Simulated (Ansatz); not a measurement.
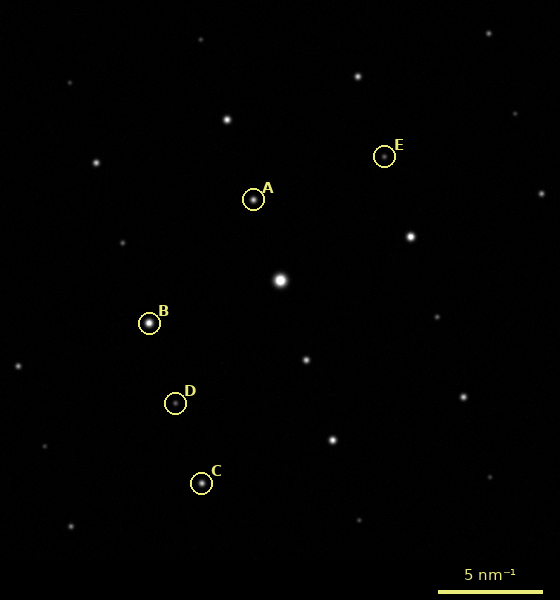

Kinematic zone-axis pattern, calculated for 80 keV electrons with B = 0.3 Å². The zone axis points towards the electron source and the pattern is seen from the source side.

SiN, space group Fm-3m (No. 225), a = 4.258 Å. Structure: coordinates from a relaxation with Ansatz, DFT PBE, scalar-relativistic, plane waves, PAW; the starting structure was generated, so it need not be a known form of this composition.

Spot A is indexed -1 1 1 and spot B 0 -2 2.

Q: What are the indices of the remaining marked spots?

A: C = −2A + B = 2 -4 0 (d = 0.952 Å). D = −A + B = 1 -3 1 (d = 1.284 Å). E = A − B = -1 3 -1 (d = 1.284 Å).

Q: Give [uvw].

A: The cross product of A and B is parallel to [211]; every spot obeys hu + kv + lw = 0.
